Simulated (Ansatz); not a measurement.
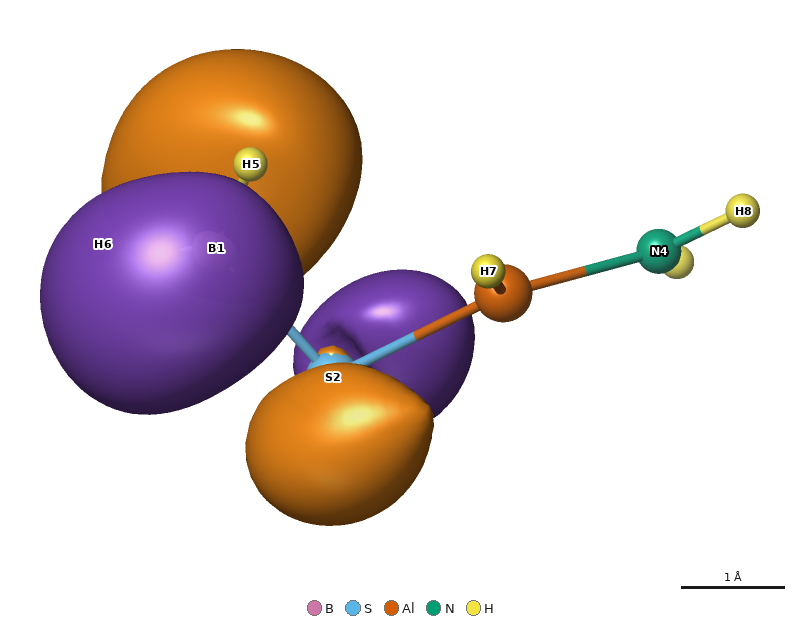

Figure 1: AlBH$_{5}$NS. The LUMO at ±0.1 Å⁻³ᐟ² (orange and purple are the two phases), seen from one side.

All numbers below come from Ansatz, RKS B3LYP/def2-SVP.

```xyz
9

B    -2.0278    1.1433    0.3420
S    -1.7864   -0.6230    0.4863
Al    0.4289   -0.3855    0.6221
N     1.4199   -1.2876   -0.5353
H    -1.0966    1.9138    0.4113
H    -3.1430    1.5608    0.1675
H     1.1049    0.5414    1.6972
H     2.4346   -1.2467   -0.5807
H     1.0655   -1.9038   -1.2617
```

### What is the character of this orbital?

Its weight (Hirshfeld) is mainly on B1 (about 60 %), S2 (about 20 %), H6 (about 5 %) and H5 (about 5 %). Its energy is −1.34 eV.
